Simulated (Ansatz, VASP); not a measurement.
# Cross-check of BaPbSO between VASP and Ansatz, part 2 of 2

Aim: how closely do two programs agree when they are given the same cell, functional and k mesh? The cell is invented: As first built, before any earlier steps moved the atoms (in the runner's words): it takes the BaO structure with some of its atoms replaced by other elements, volume scaled by an estimate. It may not be a known or stable phase. The cell is taken from a series of VASP runs on this material, whose earlier steps may have relaxed, scaled or displaced it; both programs get it as it stands. Other levels of theory on this material are compared in a session of their own. Valence electrons are named where the data sets of a main pair hold unlike numbers.

VASP 6.6.1 and Ansatz 0.2.0.

So far: Set-up; Ansatz: band structure, PBEsol; VASP: band structure, PBEsol.

## Step 3: VASP: band structure, PBEsol (continued)

Level of this step: PBEsol; plane waves and PAW (Pb_d, Ba_sv, S, O); invented cell (VASP).

Numbers of over 12 decimals in the logs are rounded to 6 here.

Parts of OUTCAR (step 3):

```text
ion  position               nearest neighbor table
   1  0.503  0.503  0.517-   3 2.85   3 2.85   4 2.85   3 2.85   4 2.87   4 2.87   2 3.69   2 3.69
                             2 3.70
   2  0.981  0.981  0.944-   4 2.63   4 2.63   4 2.63   3 3.21   3 3.21   3 3.21   1 3.69   1 3.69
                             1 3.70
   3  0.757  0.757  0.274-   1 2.85   1 2.85   1 2.85   2 3.21   2 3.21   2 3.21
   4  0.255  0.255  0.765-   2 2.63   2 2.63   2 2.63   1 2.85   1 2.87   1 2.87

  LATTYP: Found a base centered monoclinic cell.
 ALAT       =     7.0115793765
 B/A-ratio  =     0.5785949968
 C/A-ratio  =     1.0089931858
 COS(beta)  =    -0.3295865640

 Subroutine GETGRP returns: Found  2 space group operations
 (whereof  2 operations were pure point group operations)

The static configuration has the point symmetry C_1h.

 Found     60 irreducible k-points:

   k-points           NKPTS =     60   k-points in BZ     NKDIM =     60   number of bands    NBANDS=     32

   dimension x,y,z NGX =    30 NGY =   30 NGZ =   54
   dimension x,y,z NGXF=    60 NGYF=   60 NGZF=  108

   ENCUT  =  520.0 eV  38.22 Ry    6.18 a.u.   7.53  7.53 13.15*2*pi/ulx,y,z

   NELECT =      36.0000    total number of electrons

 k-points in reciprocal lattice and weights: Automatic mesh
   0.00000000  0.00000000  0.00000000       0.005
   0.14285714  0.00000000  0.00000000       0.020
   0.28571429  0.00000000  0.00000000       0.020
   0.42857143  0.00000000  0.00000000       0.020
   0.14285714  0.14285714  0.00000000       0.010
   0.28571429  0.14285714  0.00000000       0.020
   0.42857143  0.14285714  0.00000000       0.020
  -0.42857143  0.14285714 -0.00000000       0.020
  -0.28571429  0.14285714 -0.00000000       0.020
[...]
0.42857143  0.42857143  0.50000000       0.010
  -0.42857143  0.42857143  0.50000000       0.010

 average (electrostatic) potential at core
       1 -92.6041       2 -34.3059       3 -86.6871       4 -69.6437

 E-fermi :   4.5210

 k-point     1 :       0.0000    0.0000    0.0000
  band No.  band energies     occupation
    ...
     14       1.9306      2.00000
     15       2.2589      2.00000
     16       2.3714      2.00000
     17       2.6466      2.00000
     18       2.6663      2.00000
     19       6.0100      0.00000
     20       8.2090      0.00000
     21       8.2516      0.00000
     22       8.2656      0.00000
     23       8.7363      0.00000
    ...

 k-point     2 :       0.1429    0.0000    0.0000
  band No.  band energies     occupation
    ...
     14       1.8273      2.00000
     15       1.8840      2.00000
     16       2.4512      2.00000
     17       2.6184      2.00000
     18       3.1811      2.00000
     19       6.2577      0.00000
     20       7.1419      0.00000
     21       8.1099      0.00000
     22       8.2574      0.00000
     23       8.7565      0.00000
    ...

 k-point     3 :       0.2857    0.0000    0.0000
  band No.  band energies     occupation
    ...
     14       1.4614      2.00000
     15       1.6613      2.00000
     16       2.2732      2.00000
     17       2.6712      2.00000
     18       3.2709      2.00000
     19       6.2635      0.00000
     20       7.1128      0.00000
     21       8.1429      0.00000
     22       8.2741      0.00000
     23       9.1755      0.00000
    ...

  Total       -0.0012245     -0.0065704      0.0168508      0.0000000      0.0000000     -0.0069467
  in kB       -0.0206521     -0.1108139      0.2841973      0.0000000      0.0000000     -0.1171604
  external PRESSURE =       0.0509105 kB  Pullay stress =       0.0000000 kB

  energy-cutoff  :      520.00
  volume of cell :       95.00
      direct lattice vectors                 reciprocal lattice vectors
     3.505789151 -2.028432373  0.001940496     0.142593639 -0.246495770  0.049866855
     3.505789151  2.028432373  0.001940496     0.142593639  0.246495770  0.049866855
    -2.335401646  0.000000000  6.678051440    -0.000082869  0.000000000  0.149715299

 POSITION                                       TOTAL-FORCE (eV/Angst)
 -----------------------------------------------------------------------------------
      2.32057      0.00000      3.45661        -0.000544      0.000000      0.002297
      4.67203      0.00000      6.31036        -0.000283      0.000000     -0.005767
      4.66770      0.00000      1.83443         0.000596      0.000000      0.000414
      0.00079      0.00000      5.10994         0.000231      0.000000      0.003055
 -----------------------------------------------------------------------------------
    total drift:                                0.000048     -0.000000     -0.001785

  FREE ENERGIE OF THE ION-ELECTRON SYSTEM (eV)
  ---------------------------------------------------
  free  energy   TOTEN  =       -21.7355386546 eV

  energy  without entropy=      -21.7355386541  energy(sigma->0) =      -21.73553865

 total charge
# of ion       s       p       d       tot
------------------------------------------
    1        1.476   0.520   9.844  11.841
    2        2.013   5.596   0.367   7.977
    3        1.333   2.365   0.000   3.698
    4        1.568   3.315   0.000   4.882
--------------------------------------------------
tot          6.390  11.797  10.211  28.398

[... 3 further parts left out ...]
```

Spin-orbit coupling is off here; with elements this heavy it splits and shifts levels by tenths of an eV or more. Harder data sets than Ba_sv exist (the GW ones), and pressures, volumes and forces can shift noticeably with them.

## Step 4: Comparison

Known differences besides the potentials themselves: the cutoff is 420 eV in Ansatz and 520 eV in VASP; Ansatz makes its cores anew for this functional, VASP keeps those of its PBE data sets; VASP leaves aspherical gradient terms in its spheres out (LASPH is not set), Ansatz keeps them. Total energies have different zeros and are not compared.

Compared:

| quantity | Ansatz | VASP | difference |
| --- | --- | --- | --- |
| pressure (GPa) | -0.78 | 0.01 | -0.78 |
| pressure without Ansatz's Pulay correction (GPa) | -0.92 | 0.01 | -0.92 |
| gap over the path points (eV) | 1.881 | 1.845 | +0.036 |

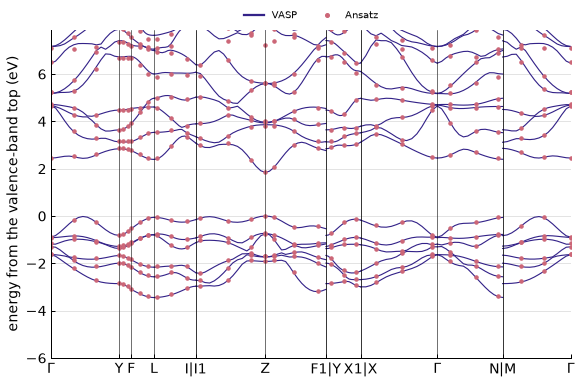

Bands from VASP (lines) and levels from Ansatz (dots). Dots without a line are higher empty bands that the VASP plot leaves out.

Levels at points of the path, from each program's valence-band top (eV; 4 filled, then empty):

| k (reciprocal lattice) | Ansatz | VASP |
| --- | --- | --- |
| 0.000 0.000 0.000 | -1.31 -1.14 -0.91 -0.89 2.47 4.63 4.68 | -1.30 -1.19 -0.91 -0.89 2.45 4.65 4.69 |
| -0.167 -0.167 0.000 | -1.73 -0.98 -0.84 -0.17 2.53 3.58 4.29 | -1.76 -0.98 -0.84 -0.17 2.51 3.57 4.28 |
| -0.333 -0.333 0.000 | -1.79 -1.08 -1.03 -0.26 2.61 3.28 3.87 | -1.81 -1.09 -1.04 -0.28 2.59 3.26 3.85 |
| -0.500 -0.500 0.000 | -1.65 -1.34 -1.26 -0.79 2.87 3.17 3.65 | -1.67 -1.38 -1.29 -0.82 2.85 3.13 3.65 |
| -0.510 -0.510 0.063 | -1.68 -1.31 -1.24 -0.74 2.86 3.17 3.68 | -1.70 -1.34 -1.27 -0.78 2.84 3.13 3.68 |
| -0.522 -0.522 0.138 | -1.76 -1.23 -1.17 -0.61 2.83 3.17 3.80 | -1.78 -1.25 -1.20 -0.64 2.80 3.13 3.80 |
| -0.531 -0.531 0.188 | -1.82 -1.16 -1.11 -0.51 2.79 3.18 3.92 | -1.84 -1.18 -1.13 -0.54 2.77 3.15 3.91 |
| -0.518 -0.518 0.313 | -2.01 -0.93 -0.91 -0.24 2.60 3.34 4.39 | -2.04 -0.94 -0.94 -0.26 2.57 3.32 4.39 |
| -0.508 -0.508 0.417 | -2.11 -0.81 -0.80 -0.08 2.47 3.50 4.59 | -2.14 -0.83 -0.81 -0.10 2.44 3.48 4.61 |
| -0.512 -0.488 0.500 | -2.13 -0.82 -0.75 -0.04 2.45 3.55 4.57 | -2.16 -0.83 -0.76 -0.06 2.41 3.54 4.58 |

At this near-relaxed geometry the largest component of a force difference is 159 meV/Å. Among the levels compared at these points, filled levels agree within 44 meV and empty ones within 41 meV. Ansatz's pressure holds a Pulay correction of 0.14 GPa; VASP's holds none.

## Step 5: What the set-up changes

Further runs change the set-up of one program: Ansatz's method, potentials or start, or VASP's data sets, cutoff or form of LDA. The table gives Ansatz less VASP for each quantity, since a change that brings one quantity closer may part another.

| run | r.m.s. force difference (meV/Å) | pressure (GPa) | gap over the path points (eV) | pressure without Ansatz's Pulay correction (GPa) |
| --- | --- | --- | --- | --- |
| as above | 59 | -0.78 | 0.036 | -0.92 |
| cores kept as stored | 58 | -0.76 | 0.036 | -0.90 |
| Ansatz's all-electron LAPW method | 59 | -0.77 | 0.035 |  |
| Ansatz's larger PAW set (cutoff 900 eV) | 59 | -0.77 | 0.039 |  |
| norm-conserving potentials (cutoff 1143 eV) | 60 | -0.88 | 0.038 |  |

## Step 6: Outcome

| Item | Value |
| --- | --- |
| r.m.s. force difference (band structure, PBEsol) | 59 meV/Å |
| difference in pressure (band structure, PBEsol) | -0.78 GPa |

**Reading.** The r.m.s. force difference is 59 meV/Å (band structure, PBEsol), beyond the 12 meV/Å picked in this series as the mark of a large difference. For band structure, PBEsol, no further run moves any of the tabulated differences by more than a quarter of its size. 13 further runs of this series are not shown here. Such differences can come from data sets, numerical settings and the points named under the comparisons, not from the functional's error against experiment.

[Lines on the potential files, build, host, timing and source positions are cut from VASP's logs without a mark.]

[Logs are printed without paths, hosts, clocks, repeated set-up lines and the standing remarks that a program may print on its own settings, such as how far it seeks lower states.]

[Hosts, paths, dates, database ids (printed as entryN), source tags and the programs' standing remarks are cut or masked in the printed files.]
